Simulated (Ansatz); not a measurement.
Take CsPbCl$_{3}$ in the cubic perovskite structure (space group Pm-3m, No. 221; a = 5.6188 Å) as the base.

Now apply this change: cell and atoms relaxed at a pressure of 0.7 GPa.

Computed with PBEsol (Ansatz, an electronic-structure program), no spin-orbit coupling.

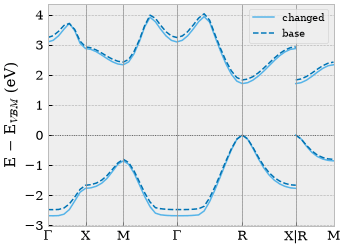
Fig. 1. Highest valence and lowest conduction band along the path, each from its own valence-band maximum

The gap is 1.71 eV, direct at R; the base has 1.83 eV.

With Pb present, leaving out spin-orbit coupling can change the band edges. Load acts through the strain it causes; cell and atoms are relaxed under it. Stability against distortions was not tested. Many cubic perovskites are stable only at high temperature; tilts and polar distortions were not tested. This is not the structure that CsPbCl3 has at room temperature and ambient pressure.
